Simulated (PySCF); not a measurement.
```yaml
atoms:
  - { symbol: C, position_ang: [1.6248, 1.4293, 0.3486] }
  - { symbol: P, position_ang: [0.5504, 0.4611, -0.8162] }
  - { symbol: Si, position_ang: [1.2145, -1.6355, -0.2404] }
  - { symbol: C, position_ang: [-1.0288, 0.6081, 0.2216] }
  - { symbol: F, position_ang: [-0.8523, 0.2946, 1.5243] }
  - { symbol: F, position_ang: [-1.4296, 1.8983, 0.1786] }
  - { symbol: C, position_ang: [-2.2032, -0.2459, -0.2871] }
  - { symbol: F, position_ang: [-3.2990, 0.0058, 0.4105] }
  - { symbol: F, position_ang: [-1.9120, -1.5410, -0.1600] }
  - { symbol: F, position_ang: [-2.4414, 0.0077, -1.5667] }
  - { symbol: H, position_ang: [1.5906, 1.0572, 1.3824] }
  - { symbol: H, position_ang: [1.2919, 2.4770, 0.3331] }
  - { symbol: H, position_ang: [2.6598, 1.3909, -0.0207] }
  - { symbol: H, position_ang: [2.6797, -1.6403, -0.5362] }
  - { symbol: H, position_ang: [0.5346, -2.6436, -1.0995] }
  - { symbol: H, position_ang: [0.9977, -1.9296, 1.2064] }
```

Geometry: PBE0-D3(BJ)/def2-SVP.

Computed with PySCF, PBE0/pcSseg-1, SCF density, gas phase, non-relativistic.

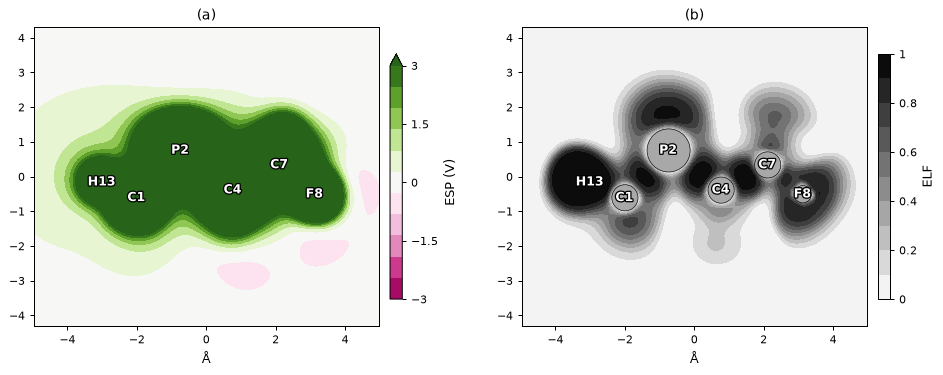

C₃H₆F₅PSi. (a) electrostatic potential; (b) ELF on the plane of atoms C1, P2 and C4. Grey discs cover the atomic cores in the ELF map.

### What does the map show?

The plane passes through C, P, F and H nuclei. C–F (1.32 Å): the ELF peaks at about 0.85 between the atoms: a polar covalent bond. C–C (1.54 Å): the ELF peaks at about 1 between the atoms (a shared electron pair). C–P (1.86 Å): the ELF peaks at about 0.95 between the atoms (a shared electron pair). C–H (1.10 Å): the ELF climbs to about 1 towards the hydrogen, as it does in any bond to H; a covalent bond by its length. The ELF also peaks beside F8 and P2, away from the bonds: lone-pair regions. Outside the dense part of the molecule the potential is most negative (−0.4 V) near F8.
